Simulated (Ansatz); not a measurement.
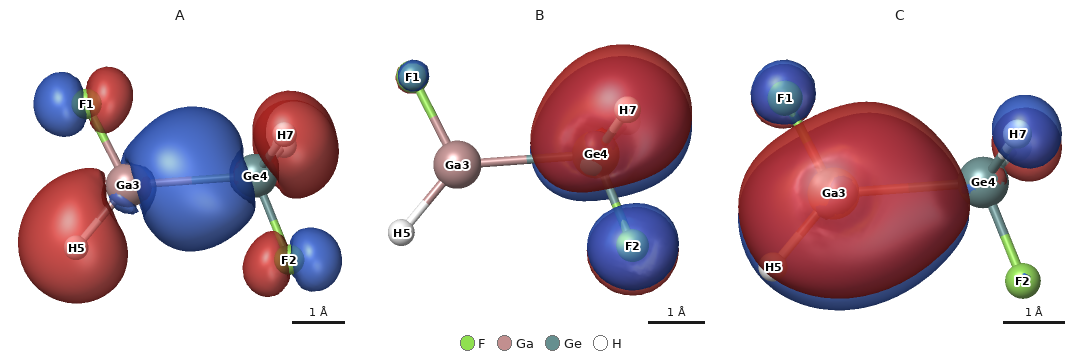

F2GaGeH3 (SMILES [F][GaH][GeH2][F]). Three frontier orbitals at ±0.08 Å⁻³ᐟ² (blue and red are the two phases), in no order.

Geometry: B3LYP/6-31G*.

Method: Ansatz, isolated molecule in a Gaussian basis; Kohn-Sham density functional theory, functional PBE0.

The calculation's input:

```
basis:
  gaussian:
    orbitals: def2-TZVPD
crystal:
  periodic: [false, false, false]
  atoms:
    - {symbol: F, position_ang: [0.811074, 2.088977, -1.400970]}
    - {symbol: F, position_ang: [-0.642907, -2.304412, 0.384540]}
    - {symbol: Ga, position_ang: [-0.347176, 0.778977, -1.131116]}
    - {symbol: Ge, position_ang: [0.612906, -1.086928, 0.186372]}
    - {symbol: H, position_ang: [-1.761578, 1.042964, -1.775317]}
    - {symbol: H, position_ang: [1.795562, -1.797565, -0.525920]}
    - {symbol: H, position_ang: [1.042209, -0.670988, 1.619410]}
output: {forces: true, orbitals: {seedname: orbitals}}
hamiltonian:
  xc: {name: PBE0}
```

Run with:

```sh
ansatz run input.yaml --threads 1 --pin off --max-ram 2610MiB --events-out events.jsonl --progress --plain --runs-dir runs
```

Which picture is the HOMO−1, the HOMO and the LUMO?

Answer. B is the HOMO−1 (−9.82 eV). By Hirshfeld shares it lies mainly on Ge4 (about 35 %), H6 (about 20 %), H7 (about 20 %) and F2 (about 20 %). A is the HOMO (−8.23 eV). Its weight (Hirshfeld) is mainly on Ge4 (about 30 %), Ga3 (about 30 %), H5 (about 15 %), F2 (about 5 %) and F1 (about 5 %). C is the LUMO (−2.19 eV). Its weight (Hirshfeld) is mainly on Ga3 (about 70 %) and Ge4 (about 15 %).

What is the HOMO–LUMO gap?

Answer. 6.04 eV between the orbital energies.
